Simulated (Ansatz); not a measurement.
Consider Cl$_{3}$Ga···Cl (doublet).

Input file:

```
crystal:
  periodic: [false, false, false]
  atoms:
    - { symbol: Ga, position_ang: [0.0, 0.0, 0.0] }
    - { symbol: Cl, position_ang: [0.0, 0.0, 2.49] }
    - { symbol: Cl, position_ang: [1.9398, 0.0, -1.12] }
    - { symbol: Cl, position_ang: [-1.9398, 0.0, -1.12] }
    - { symbol: Cl, position_ang: [0.0, 0.0, 4.83] }
magnetization:
  spin_polarized: true
  initial_magnetization: 1
basis:
  gaussian: { orbitals: def2-SVP }
hamiltonian:
  xc: b3lyp
relax:
  f_tol: 0.15
  max_steps: 25
  restrain:
    - { distance: [1, 4], at: 3.24, k: 30.0 }
    - { distance: [0, 1], at: 2.24, k: 30.0 }
output:
  orbitals: {}
```

Launched as:

```sh
ansatz run input.yaml --threads 4 --pin off --max-ram 5120MiB --backend cpu --events-out ev --progress --plain --runs-dir out
```

The fields are those of the run's last geometry, not of the input's.

Not at a stationary point (largest force 0.9 eV/Å).

Computed with UKS B3LYP/def2-SVP (Ansatz).

Predict the electron density, electron localisation function and spin density between the atoms.

Answer. Cl2···Cl5 (3.24 Å): the density falls to about 0.07 e/Å³ on the way; the ELF dips to about 0.05 between them (a weak contact between the two molecules).
Ga–Cl (2.13 Å): the density is about 0.7 e/Å³ at the midpoint; the ELF peaks at about 0.85 in the valence shell of Cl, 0.8 Å from its nucleus, and is about 0.55 at the midpoint.
Ga–Cl (2.21 Å): ρ is about 0.61 e/Å³ halfway; the ELF peaks at about 0.80 in the valence shell of Cl, 0.9 Å from its nucleus, and is about 0.55 at the midpoint.
The unpaired spin (1 electron) lies mostly on Cl5 (about 1.0), in electrons by Hirshfeld's partition.

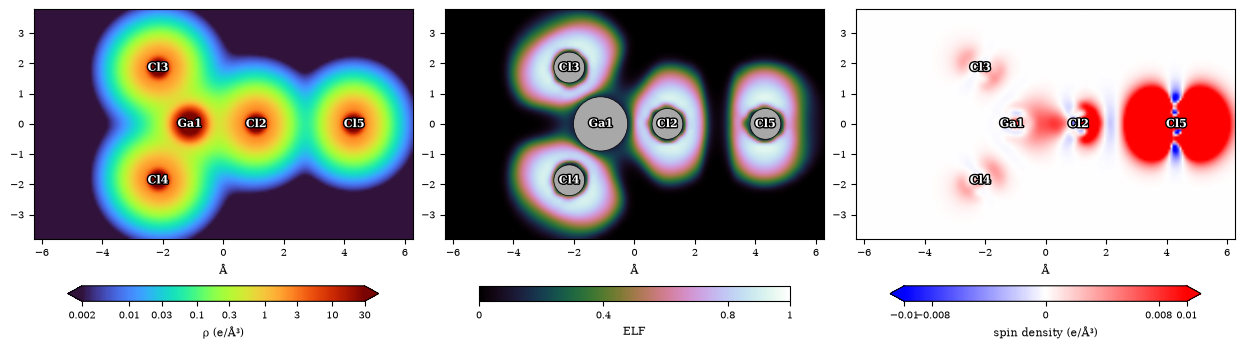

Computed electron density, electron localisation function and spin density on the molecular plane, in this order. Grey discs cover the atomic cores in the ELF map. 
